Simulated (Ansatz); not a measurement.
```xyz
9

C     0.4039   -0.8555    0.2717
C     0.0427   -1.5560    1.5581
F    -1.9298   -2.9617   -0.7558
In   -1.9762   -2.6354    1.2149
H     0.3136   -1.5227   -0.5982
H     1.4456   -0.4867    0.3100
H    -0.2396    0.0174    0.0830
H    -0.0900   -0.9080    2.4347
H     0.6911   -2.4082    1.8134
```

Geometry: PBE0-D3(BJ)/def2-SVP; core potentials replace the inner electrons of In.

Theory: isolated molecule in a Gaussian basis; Kohn-Sham density functional theory, functional PBE0 (Ansatz).

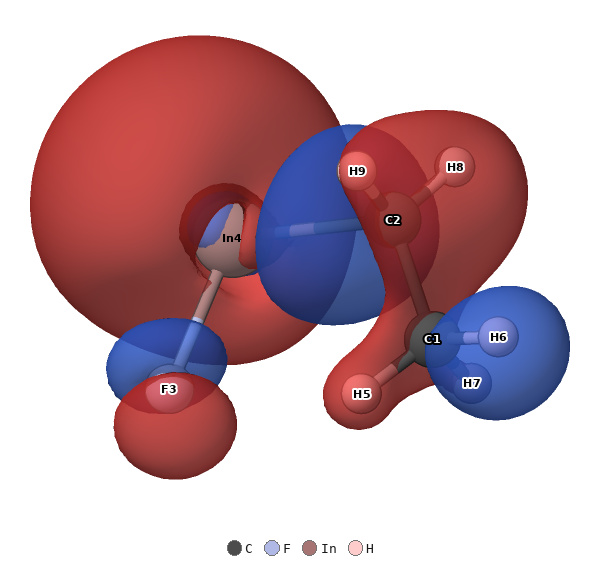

C₂H₅FIn (doublet). The HOMO (α) at ±0.06 Å⁻³ᐟ² (blue and red are the two phases), seen at a tilt.

What is the character of this orbital?

Answer. Its weight (Hirshfeld) is mainly on In4 (about 60 %), C2 (about 25 %) and F3 (about 5 %). Its energy is −6.03 eV.
